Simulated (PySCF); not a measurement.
## A study: C3F6, SMILES `FC(F)(F)C(F)=C(F)F`

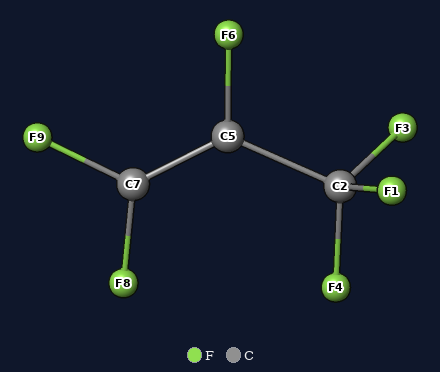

The molecule, with its atoms numbered as below. No frequency check shows the geometry to be a minimum.

Cartesian coordinates (Å):

```
F1       1.8278    0.2525    1.0711
C2       1.1268   -0.1234    0.0008
F3       1.8248    0.2436   -1.0776
F4       1.0719   -1.4538    0.0061
C5      -0.2545    0.5004    0.0005
F6      -0.2401    1.8388    0.0003
C7      -1.4148   -0.1553   -0.0001
F8      -1.5347   -1.4601   -0.0003
F9      -2.5881    0.4311   -0.0004
```

Part 1: Bonding charge

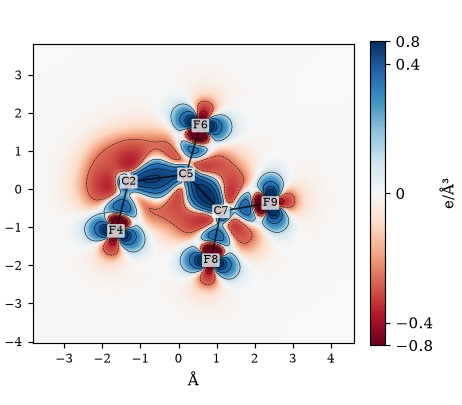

Deformation density (molecule less spherical, spin-averaged free atoms) in the plane of C2, F4, C5, F6, C7, F8 and F9; colour scale in e/Å³, logarithmic beyond ±0.1; blue: gain, red: loss.

Level of theory: CAM-B3LYP/def2-SVPD (PySCF), at a geometry from GFN2-xTB.

Question: Describe the bonding that the map shows.

Answer: C5–C7: +0.74 e/Å³ at the bond critical point (bond length 1.33 Å). C2–C5: +0.62 e/Å³ at the bond critical point (bond length 1.52 Å). C2–F4: +0.17 e/Å³ at the bond critical point (bond length 1.33 Å). C7–F8: +0.14 e/Å³ at the bond critical point (bond length 1.31 Å). C7–F9: +0.13 e/Å³ at the bond critical point (bond length 1.31 Å). C5–F6: +0.03 e/Å³ at the bond critical point (bond length 1.34 Å); up to 0.6 Å beside the axis the gain reaches +0.26 e/Å³. In all, 2.2 electrons gather in the regions of gain relative to the promolecule. A small or negative value marks a very polar bond, one between electron-rich atoms, whose free-atom densities already overlap strongly, a long bond to a heavier atom, or a closed-shell contact such as a hydrogen bond.

Question: Where do the Hirshfeld charges lie?

Answer: The highest Hirshfeld charge is on C2 (+0.27 e), the lowest on F1 and F3 (−0.10 e).

Part 2: Electrostatic potential

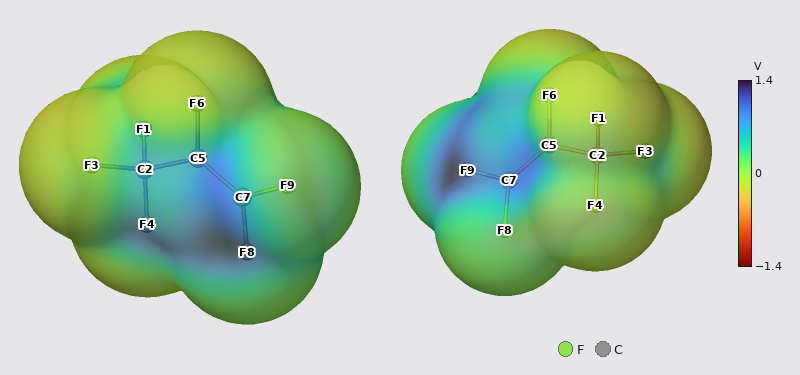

Electrostatic potential on the surface of electron density 0.001 a.u. (back view left, front view right).

Question: Where are the extremes of the potential on the surface?

Answer: Highest: 1.34 V, off the C7–F8 bond (1.8 Å from its atoms), and at like points elsewhere. Further maxima include 0.97 V, off the F1–C2 bond (2.0 Å from its atoms), and at like points elsewhere; 0.47 V, near F4 (1.81 Å), F1 (1.91 Å) and C2 (1.95 Å). Lowest: −0.28 V, 1.6 Å from F3, and at like points elsewhere. Further minima include −0.23 V, 1.6 Å from F6, and at like points elsewhere; −0.20 V, 1.6 Å from F4. The surface is sampled at points, so like sites can differ by a few per cent and only the strongest of them is named.

Question: What volume does the surface enclose, and what is the dipole moment?

Answer: About 109 Å³; the dipole moment is 1.0 D.

Part 3: In an electric field

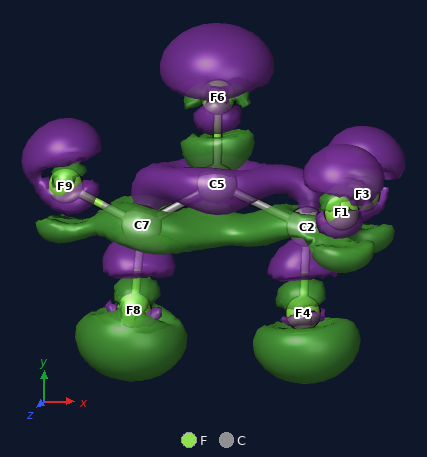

Change of the electron density in a uniform field of 0.41 V/Å, surfaces at ±0.003 e/Å³ (purple: gain, green: loss).

Level of theory: PBE/def2-SVPD (PySCF), at a geometry from GFN2-xTB.

Question: Along which Cartesian direction does the field point?

Answer: Along −y: electrons gather on the +y side, against the field.

Question: How large is the response?

Answer: The induced dipole is 0.92 D (along the field); α along this axis, from the fields in both directions, is 45 bohr³ (6.7 Å³).

Question: Which atoms gain and lose the most charge?

Answer: Electrons gather most on F6 (Hirshfeld charge changes by −0.023 e) and leave F8 most (+0.021 e); 0.091 electrons are displaced in all.

Part 4: Removing or adding an electron

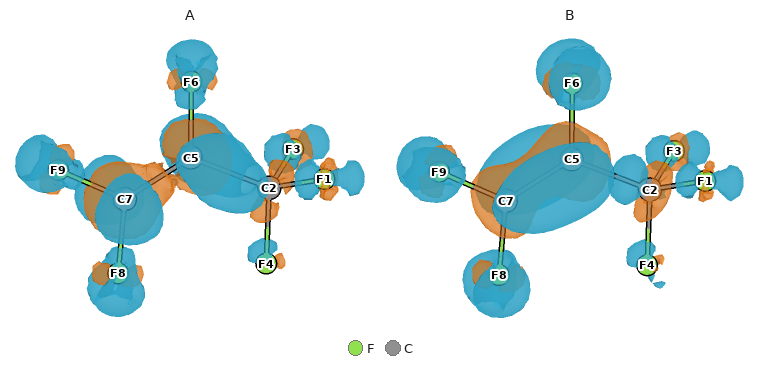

The two Fukui functions at ±0.04 e/Å³ (light blue positive, orange negative).

Method: M06-2X/def2-SVP; geometry: GFN2-xTB; program: PySCF.

Question: Which panel is f⁻ (electron removed) and which f⁺ (electron added)?

Answer: A is f⁺, B is f⁻. f⁻ (Hirshfeld-condensed) is largest on C5 (0.23), C7 (0.20) and F6 (0.15); the vertical ionisation energy is 11.20 eV. f⁺ (Hirshfeld-condensed) is largest on C7 (0.24) and C5 (0.20); the vertical electron affinity is −1.92 eV (the stability of the anion's solution wasn't checked; negative, but this basis has no diffuse functions, so it doesn't show that the anion is unbound).

Question: What chemical potential and hardness follow from the two energies?

Answer: μ = −(I + A)/2 = −4.64 eV and η = I − A = 13.11 eV.

Part 5: Localised orbitals

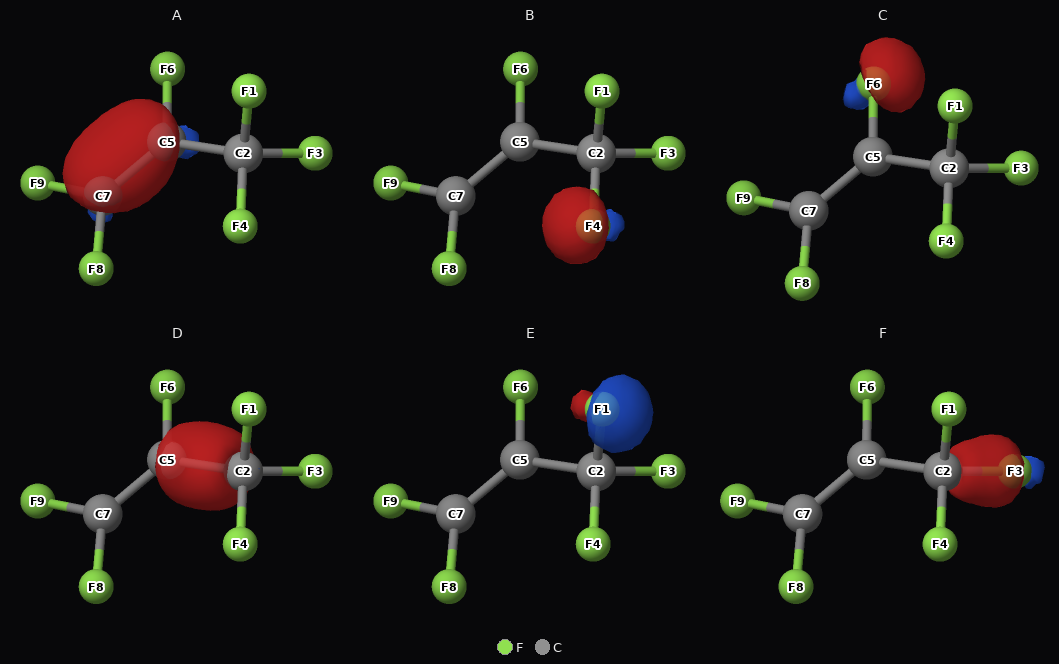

Localised orbitals, occupied; each surface holds about 70 % of the orbital's density. Energies are diagonal elements of the Fock matrix.

Method: CAM-B3LYP/cc-pVDZ; geometry: GFN2-xTB; program: PySCF.

Question: Name the orbitals, with their atomic make-up and energies.

Answer: By panel:
- A: bent (banana) bond C5–C7 (C5 51 %, C7 46 %; −16.8 eV)
- B: lone pair on F4 (sp2.7-type) (F4 97 %; −19.8 eV)
- C: lone pair on F6 (sp2.6-type) (F6 98 %; −19.7 eV)
- D: σ bond C5–C2 (C5 50 %, C2 48 %; −19.6 eV)
- E: lone pair on F1 (sp2.7-type) (F1 97 %; −19.6 eV)
- F: σ bond F3–C2 (F3 69 %, C2 31 %; −26.1 eV)

Question: Which localisation scheme gives orbitals like these: Pipek–Mezey, IBO or Foster–Boys?

Answer: Foster–Boys: it mixes σ and π into equivalent bent bonds, while the other two keep them apart.

Question: How do all the valence pairs divide up?

Answer: 27 pairs: 18 lone pairs, 7 σ bonds and 2 bent bonds.

The PySCF runs shown took 41 s, 100 s, 13 min and 23 s on 1 thread of Arm Neoverse V1, on a shared host.
